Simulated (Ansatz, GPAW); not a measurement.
# A 6-layer slab of Cd(0001) in an electric field, part 2 of 3

Wanted: the out-of-plane polarisability of a 6-layer slab of Cd(0001).

GPAW 26.7.0 and Ansatz 0.2.0; Ansatz plane waves; slab in vacuum with a dipole correction, relaxation (the session's first sound run).

So far: The starting structure; Relaxation.

## Step 2: Relaxation (continued)

The valence density, planar mean oscillates, so the rows of the table below give means over windows of 2.82 Å about each position, cut where the curve ends. Its maxima inside the range that stand out by 2 % of the span (Å: e/Å³): 9.1: 2.69, 11.9: 2.67, 14.7: 2.66, 17.5: 2.66, 20.5: 2.66, 23.4: 2.71. Its minima: 10.4: 0.106, 13.2: 0.107, 16.2: 0.0899, 19.0: 0.0887, 22.0: 0.0928.

The valence density, planar mean by z; means over each step:

```csv
z (Å),"valence density, planar mean (e/Å³)"
4.23,6.2e-5
7.05,0.0888
9.87,0.925
12.69,0.925
15.51,0.884
18.33,0.900
21.15,0.912
23.97,0.895
26.79,0.00204
29.61,0
```

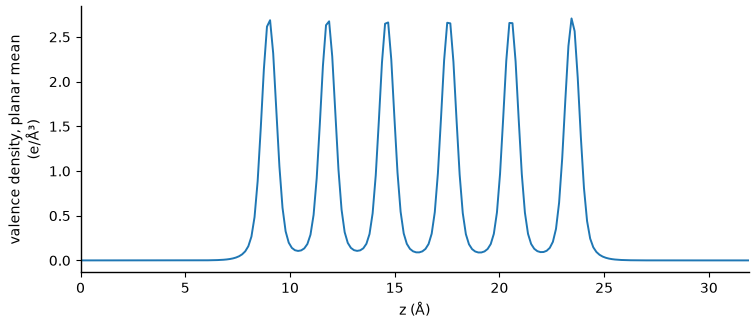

Valence density, planar mean, plotted against z.

The relaxation lowered the energy of the cell by 0.0258 eV.

## Step 3: Plane waves, PBE

With the geometry fixed, the planar mean of the potential gives the vacuum level on each side.

This step: GPAW, PAW setups; slab in vacuum (GPAW 26.7.0).

File run.py:

```python
import json
import numpy as np
from ase import Atoms
from gpaw import GPAW, PW

slab = Atoms(
    ['Cd', 'Cd', 'Cd', 'Cd', 'Cd', 'Cd'],
    positions=[
        [2.98000, 1.72050, 9.00000],
        [0.00000, 0.00000, 11.81014],
        [2.98000, 1.72050, 14.62028],
        [0.00000, 0.00000, 17.58126],
        [2.98000, 1.72050, 20.55027],
        [0.00000, 0.00000, 23.47290]],
    cell=[[2.98, 0.0, 0.0], [1.49, 2.58076, 0.0], [0.0, 0.0, 32.0507]],
    pbc=[True, True, False])

slab.calc = GPAW(mode=PW(400), xc='PBE', kpts={'size': (12, 12, 1), 'gamma': True},
                 occupations={'name': 'fermi-dirac', 'width': 0.1}, nbands='160%',
                 convergence={'density': 1e-05}, maxiter=200,
                 poissonsolver={'dipolelayer': 'xy'},
                 symmetry={'tolerance': 1e-3}, txt='slab.txt')
result = {}
energy = slab.get_potential_energy()
fermi = slab.calc.get_fermi_level()
v = slab.calc.get_electrostatic_potential().mean((0, 1)) - fermi
n = slab.calc.get_pseudo_density().mean((0, 1))
L = slab.cell[2, 2]
z = np.arange(len(v)) * L / len(v)
low, high = slab.positions[:, 2].min(), slab.positions[:, 2].max()
below, above = np.interp([low - 6.8, high + 6.8], z, v)
slopes = [np.interp(x, z, np.gradient(v, z)) for x in (low - 6.8, high + 6.8)]
eps = np.array([[slab.calc.get_eigenvalues(k, s) for k in range(len(slab.calc.get_ibz_k_points()))]
                for s in range(slab.calc.get_number_of_spins())]) - fermi
top, bottom = eps[eps < 0].max(), eps[eps > 0].min()
dipole = slab.get_dipole_moment()[2]
print(f'energy {energy:.4f} eV, Fermi level {fermi:.4f} eV, dipole {dipole:.5f} e A')
print(f'potential 6.8 A off the faces, from the Fermi level: lower {below:.4f} eV, upper {above:.4f} eV')
print(f'slope of the potential there: lower {slopes[0]:.5f}, upper {slopes[1]:.5f} eV/A')
print(f'nearest levels on the mesh: {top:.4f} and {bottom:.4f} eV')
print('magnetic moment', round(slab.get_magnetic_moment(), 3))
result.update(energy=energy, fermi=fermi, dipole=dipole, below=below, above=above, slopes=slopes, edges=[top, bottom],
              z=z.tolist(), v=v.tolist(), n=n.tolist(), positions=slab.positions.tolist(),
              forces=slab.get_forces(apply_constraint=False).tolist(), moments=slab.get_magnetic_moments().tolist())
json.dump(result, open('result.json', 'w'))
```

Command:

```console
> OMP_NUM_THREADS=1 OPENBLAS_NUM_THREADS=1 python run.py
```

Numbers of over 12 decimals in the logs are rounded to 6 here.

What it wrote:

```text
energy -4.8723 eV, Fermi level 2.2626 eV, dipole -0.00112 e A
potential 6.8 A off the faces, from the Fermi level: lower 3.8349 eV, upper 3.8376 eV
slope of the potential there: lower -0.00011, upper -0.00004 eV/A
nearest levels on the mesh: -0.0832 and 0.0231 eV
magnetic moment 0.0
```

The job ended after 2.2 min (1 thread of Intel Xeon Platinum 8375C at 2.90GHz (Ice Lake), shared host; peak memory 0.27 GiB).

This step gave:

```yaml
dipole_along_the_normal: -0.001125 e·Å
levels_nearest_the_fermi_level_on_the_mesh: -0.08323, 0.02313 eV from the Fermi level
upper_work_function: 3.838 eV
lower_work_function: 3.835 eV
```

The electrostatic potential energy of an electron (without an applied field's), less the Fermi level, planar mean oscillates, so the rows of the table below give means over windows of 2.88 Å about each position, cut where the curve ends. Its maxima inside the range that stand out by 2 % of the span (Å: eV): 10.4: 1.12, 13.2: 1.10, 16.1: 1.65, 19.0: 1.67, 22.0: 1.59. Its minima: 9.0: -22.3, 11.9: -22.4, 14.6: -22.5, 17.6: -22.3, 20.5: -22.3, 23.5: -22.2.

Electrostatic potential energy of an electron (without an applied field's), less the Fermi level, planar mean against z; means over each step:

```csv
z (Å),"electrostatic potential energy of an electron (without an applied field's), less the Fermi level, planar mean (eV)"
1.44,3.84
4.32,3.83
7.20,1.07
10.08,-7.93
12.96,-8.07
15.84,-6.88
18.72,-6.88
21.60,-7.16
24.48,-5.14
27.36,3.82
30.24,3.84
```

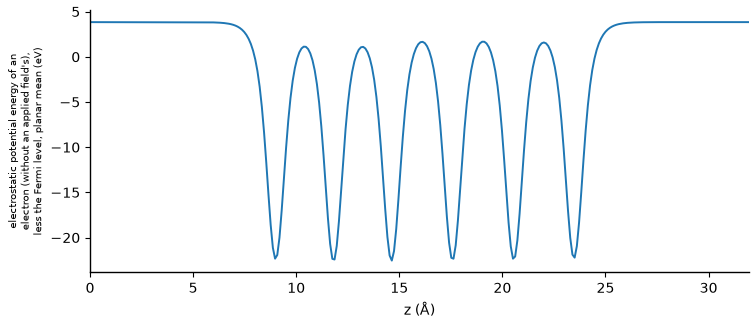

Electrostatic potential energy of an electron (without an applied field's), less the Fermi level, planar mean against z.

The pseudo valence density, planar mean oscillates, so the rows of the table below give means over windows of 2.99 Å about each position, cut where the curve ends. Its maxima inside the range that stand out by 2 % of the span (Å: e/Å³): 9.0: 1.52, 11.8: 1.50, 14.5: 1.46, 17.5: 1.50, 20.5: 1.51, 23.5: 1.52. Its minima: 10.5: 0.108, 13.2: 0.107, 16.0: 0.0903, 19.0: 0.0883, 22.0: 0.0922.

Pseudo valence density, planar mean against z; means over each step:

```csv
z (Å),"pseudo valence density, planar mean (e/Å³)"
4.49,1.3e-4
7.48,0.247
10.46,0.607
13.46,0.591
16.45,0.531
19.44,0.528
22.43,0.539
25.42,0.0885
28.41,5.0e-5
```

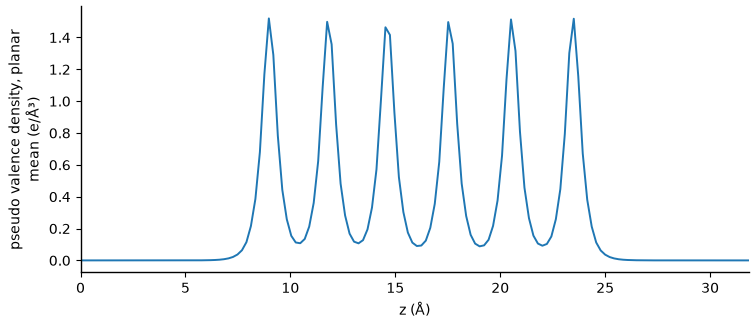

Pseudo valence density, planar mean, plotted against z.

Force by atom:

```csv
atom,x (eV/Å),y (eV/Å),z (eV/Å),size
Cd1,0.000,0.000,-0.099,0.099
Cd2,0.000,0.000,-0.018,0.018
Cd3,0.000,0.000,0.124,0.124
Cd4,0.000,0.000,0.001,0.001
Cd5,0.000,0.000,0.005,0.005
Cd6,0.000,0.000,-0.010,0.010
```

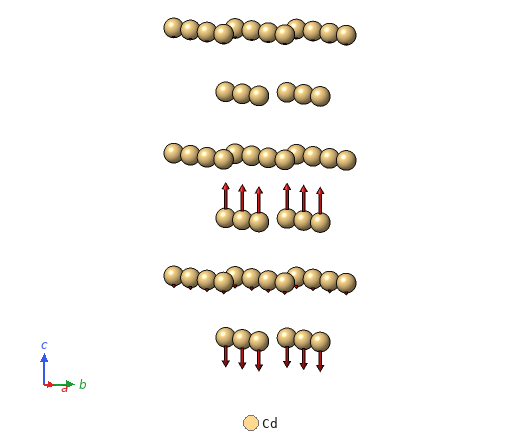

Force as arrows, the longest 0.124 eV/Å. 3×2×1 cells are drawn. Some periodic images of atoms are drawn too.

The potential is flat to 1.1e-4 eV/Å where it is read, so the vacuum is wide enough. The geometry is the other program's minimum; here the largest force on a free atom is 0.010 eV/Å.

## Step 4: In a field

A uniform field along the normal polarises the slab; the atoms stay fixed, so this is the electronic response alone.

run.py, as its differences from that of step 3:

```diff
@@ -4,2 +4,3 @@
 from gpaw import GPAW, PW
+from gpaw.external import ConstantElectricField
 
@@ -21,2 +22,3 @@
                  poissonsolver={'dipolelayer': 'xy'},
+                 external=ConstantElectricField(-0.2, [0, 0, 1]),
                  symmetry={'tolerance': 1e-3}, txt='slab.txt')
```

What it wrote:

```text
energy -4.8876 eV, Fermi level 2.2405 eV, dipole -0.15185 e A
potential 6.8 A off the faces, from the Fermi level: lower 2.1001 eV, upper 5.6734 eV
slope of the potential there: lower -0.00013, upper 0.00003 eV/A
nearest levels on the mesh: -0.0863 and 0.0230 eV
magnetic moment 0.0
```

Wall time 4.7 min (1 thread); peak memory 0.61 GiB.

Numbers from this step:

* dipole along the normal: -0.1518 e·Å
* levels nearest the Fermi level on the mesh: -0.08629, 0.02303 eV from the Fermi level
* potential below the slab, the applied field's own ramp left out: 2.100 eV from the Fermi level
* potential above the slab, the applied field's own ramp left out: 5.673 eV from the Fermi level

The electrostatic potential energy of an electron (without an applied field's), less the Fermi level, planar mean oscillates, so the rows of the table below give means over windows of 2.88 Å about each position, cut where the curve ends. Its maxima inside the range that stand out by 2 % of the span (Å: eV): 10.5: -0.00555, 13.2: 0.544, 16.1: 1.68, 19.1: 2.28, 22.0: 2.78, 29.6: 5.67. Its minima: 9.0: -23.7, 11.9: -23.3, 14.6: -22.8, 17.6: -22.0, 20.5: -21.4, 23.5: -20.7.

Table of electrostatic potential energy of an electron (without an applied field's), less the Fermi level, planar mean by z; means over each step:

```csv
z (Å),"electrostatic potential energy of an electron (without an applied field's), less the Fermi level, planar mean (eV)"
1.44,2.22
4.32,2.10
7.20,-0.591
10.08,-9.12
12.96,-8.69
15.84,-6.92
18.72,-6.34
21.60,-6.05
24.48,-3.49
27.36,5.65
30.24,5.67
```

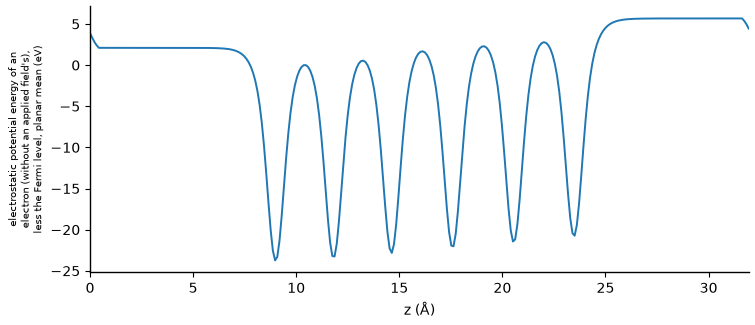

Electrostatic potential energy of an electron (without an applied field's), less the Fermi level, planar mean, plotted against z.

Force by atom:

```csv
atom,x (eV/Å),y (eV/Å),z (eV/Å),size
Cd1,0.000,0.000,-0.102,0.102
Cd2,0.000,0.000,-0.015,0.015
Cd3,0.000,0.000,0.122,0.122
Cd4,0.000,0.000,-0.001,0.001
Cd5,0.000,0.000,0.007,0.007
Cd6,0.000,0.000,-0.012,0.012
```

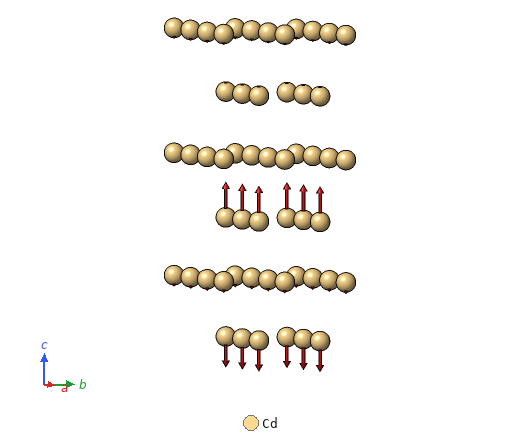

Force as arrows, the longest 0.122 eV/Å. 3×2×1 cells are drawn. Some periodic images of atoms are drawn too.

The dipole is now -0.152 e Å, against -0.0011 in the run without a field.

## Step 5: Field on

run.py, as its differences from that of step 4:

```diff
@@ -22,3 +22,3 @@
                  poissonsolver={'dipolelayer': 'xy'},
-                 external=ConstantElectricField(-0.2, [0, 0, 1]),
+                 external=ConstantElectricField(-0.1, [0, 0, 1]),
                  symmetry={'tolerance': 1e-3}, txt='slab.txt')
```

What it wrote:

```text
energy -4.8762 eV, Fermi level 2.2523 eV, dipole -0.07592 e A
potential 6.8 A off the faces, from the Fermi level: lower 2.9662 eV, upper 4.7532 eV
slope of the potential there: lower -0.00014, upper 0.00001 eV/A
nearest levels on the mesh: -0.0847 and 0.0230 eV
magnetic moment 0.0
```

Elapsed: 5.3 min, on 1 thread; peak memory 0.61 GiB.

This step gave:

```
dipole along the normal                                         : -0.07592 e·Å
levels nearest the Fermi level on the mesh                      : -0.08471, 0.02301 eV from the Fermi level
potential below the slab, the applied field's own ramp left out : 2.966 eV from the Fermi level
potential above the slab, the applied field's own ramp left out : 4.753 eV from the Fermi level
```

The electrostatic potential energy of an electron (without an applied field's), less the Fermi level, planar mean oscillates, so the rows of the table below give means over windows of 2.88 Å about each position, cut where the curve ends. Its maxima inside the range that stand out by 2 % of the span (Å: eV): 10.4: 0.558, 13.2: 0.822, 16.1: 1.67, 19.1: 1.98, 22.0: 2.18, 29.6: 4.75. Its minima: 9.0: -23.0, 11.9: -22.8, 14.6: -22.7, 17.6: -22.2, 20.5: -21.9, 23.5: -21.5.

Electrostatic potential energy of an electron (without an applied field's), less the Fermi level, planar mean against z; means over each step:

```csv
z (Å),"electrostatic potential energy of an electron (without an applied field's), less the Fermi level, planar mean (eV)"
1.44,3.02
4.32,2.96
7.20,0.238
10.08,-8.53
12.96,-8.38
15.84,-6.90
18.72,-6.61
21.60,-6.60
24.48,-4.32
27.36,4.73
30.24,4.75
```

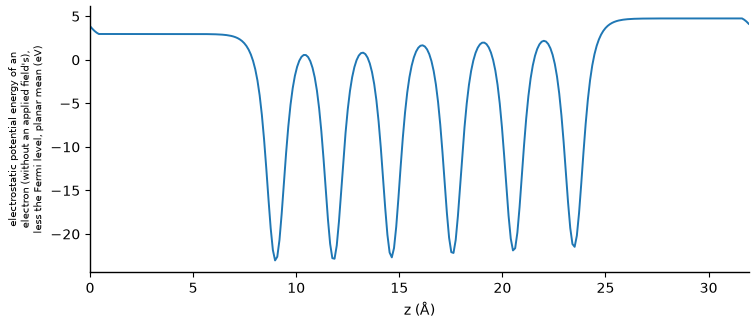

Electrostatic potential energy of an electron (without an applied field's), less the Fermi level, planar mean, plotted against z.

Force by atom:

```csv
atom,x (eV/Å),y (eV/Å),z (eV/Å),size
Cd1,0.000,0.000,-0.100,0.100
Cd2,0.000,0.000,-0.016,0.016
Cd3,0.000,0.000,0.123,0.123
Cd4,0.000,0.000,0.000,0.000
Cd5,0.000,0.000,0.005,0.005
Cd6,0.000,0.000,-0.012,0.012
```

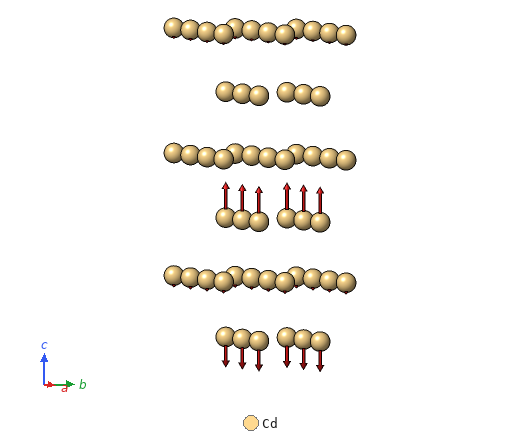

Force as arrows, the longest 0.123 eV/Å. 3×2×1 cells are drawn. Some periodic images of atoms are drawn too.

The dipole is now -0.0759 e Å, against -0.0011 in the run without a field.

## Step 6: Field on

run.py, as its differences from that of step 5:

```diff
@@ -22,3 +22,3 @@
                  poissonsolver={'dipolelayer': 'xy'},
-                 external=ConstantElectricField(-0.1, [0, 0, 1]),
+                 external=ConstantElectricField(-0.05, [0, 0, 1]),
                  symmetry={'tolerance': 1e-3}, txt='slab.txt')
```

What it wrote:

```text
energy -4.8733 eV, Fermi level 2.2575 eV, dipole -0.03803 e A
potential 6.8 A off the faces, from the Fermi level: lower 3.4003 eV, upper 4.2957 eV
slope of the potential there: lower -0.00015, upper 0.00001 eV/A
nearest levels on the mesh: -0.0839 and 0.0231 eV
magnetic moment 0.0
```

The job ended after 7.1 min (1 thread; peak memory 0.62 GiB).

## Step 7: Field on

run.py, as its differences from that of step 6:

```diff
@@ -22,3 +22,3 @@
                  poissonsolver={'dipolelayer': 'xy'},
-                 external=ConstantElectricField(-0.05, [0, 0, 1]),
+                 external=ConstantElectricField(0.05, [0, 0, 1]),
                  symmetry={'tolerance': 1e-3}, txt='slab.txt')
```

What it wrote:

```text
energy -4.8732 eV, Fermi level 2.2670 eV, dipole 0.03781 e A
potential 6.8 A off the faces, from the Fermi level: lower 4.2708 eV, upper 3.3817 eV
slope of the potential there: lower -0.00014, upper -0.00001 eV/A
nearest levels on the mesh: -0.0826 and 0.0232 eV
magnetic moment 0.0
```

Run time: 6.8 min. Hardware: 1 thread; peak memory 0.62 GiB.

The electrostatic potential energy of an electron (without an applied field's), less the Fermi level, planar mean oscillates, so the rows of the table below give means over windows of 2.88 Å about each position, cut where the curve ends. Its maxima inside the range that stand out by 2 % of the span (Å: eV): 10.4: 1.41, 13.2: 1.24, 16.1: 1.65, 19.0: 1.52, 22.0: 1.29. Its minima: 9.0: -22.0, 11.9: -22.2, 14.6: -22.5, 17.6: -22.4, 20.5: -22.6, 23.5: -22.6.

The electrostatic potential energy of an electron (without an applied field's), less the Fermi level, planar mean by z; means over each step:

```csv
z (Å),"electrostatic potential energy of an electron (without an applied field's), less the Fermi level, planar mean (eV)"
1.44,4.24
4.32,4.27
7.20,1.48
10.08,-7.64
12.96,-7.92
15.84,-6.87
18.72,-7.01
21.60,-7.44
24.48,-5.56
27.36,3.37
30.24,3.38
```

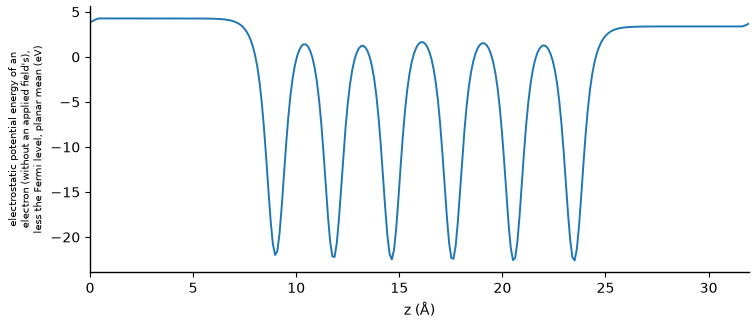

Electrostatic potential energy of an electron (without an applied field's), less the Fermi level, planar mean against z.

## Step 8: In a field

run.py, as its differences from that of step 7:

```diff
@@ -22,3 +22,3 @@
                  poissonsolver={'dipolelayer': 'xy'},
-                 external=ConstantElectricField(0.05, [0, 0, 1]),
+                 external=ConstantElectricField(0.1, [0, 0, 1]),
                  symmetry={'tolerance': 1e-3}, txt='slab.txt')
```

What it wrote:

```text
energy -4.8760 eV, Fermi level 2.2713 eV, dipole 0.07577 e A
potential 6.8 A off the faces, from the Fermi level: lower 4.7079 eV, upper 2.9255 eV
slope of the potential there: lower -0.00016, upper -0.00002 eV/A
nearest levels on the mesh: -0.0820 and 0.0232 eV
magnetic moment 0.0
```

The job ended after 4.2 min (1 thread; peak memory 0.61 GiB).

[end of part 2 of 3]

[Logs are printed without paths, hosts, clocks, repeated set-up lines and the standing remarks that a program may print on its own settings, such as how far it seeks lower states.]

[Hosts, paths, dates, database ids (printed as entryN), source tags and the programs' standing remarks are cut or masked in the printed files.]
